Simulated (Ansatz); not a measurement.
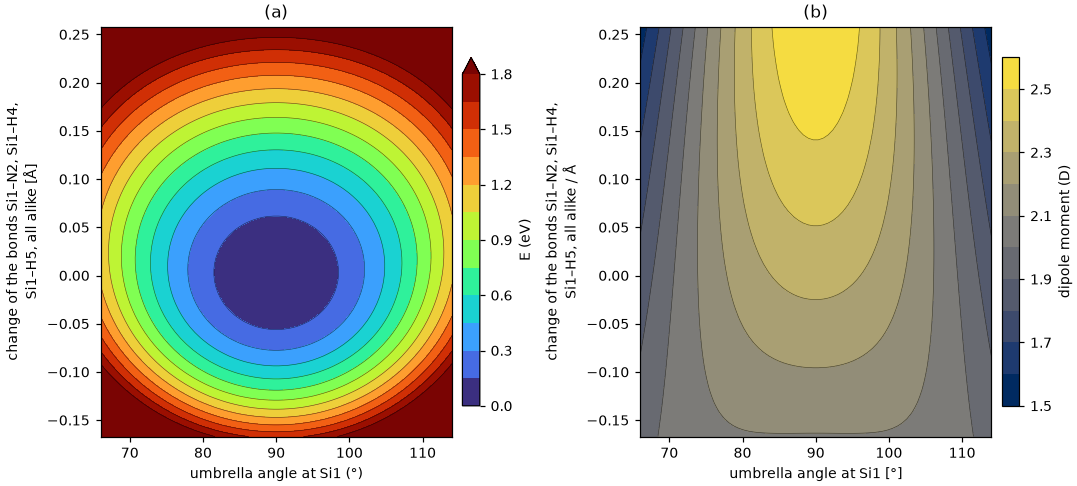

GeH₅NSi, SMILES [SiH2]=[N][GeH3]. The first coordinate is: umbrella angle at Si1 (between each of its bonds and their common axis; 90 is planar); the second: change of the bonds Si1–N2, Si1–H4, Si1–H5, all alike. Nothing is relaxed (all other coordinates rigid). Grid: 9 × 9 points. Points are written as (first, second). All energies are given in eV relative to the relaxed molecule at the same level. All numbers below come from RKS PBE0-D4/def2-TZVP (Ansatz 0.2.0).

Panel (a) is the energy; panel (b) is the computed dipole moment, in D.

The picture shows filled contours, one colour for all values above the top of the scale. Between grid points the surface is interpolated.

### How does the dipole moment vary over the map, and what is it at the lowest grid point?

Leaving out the highest fifth of the energies, it runs from 1.68 D at (114°, 0.152 Å) to 2.59 D at (90°, 0.258 Å). At the lowest grid point, (90°, −0.008 Å), it is 2.32 D.
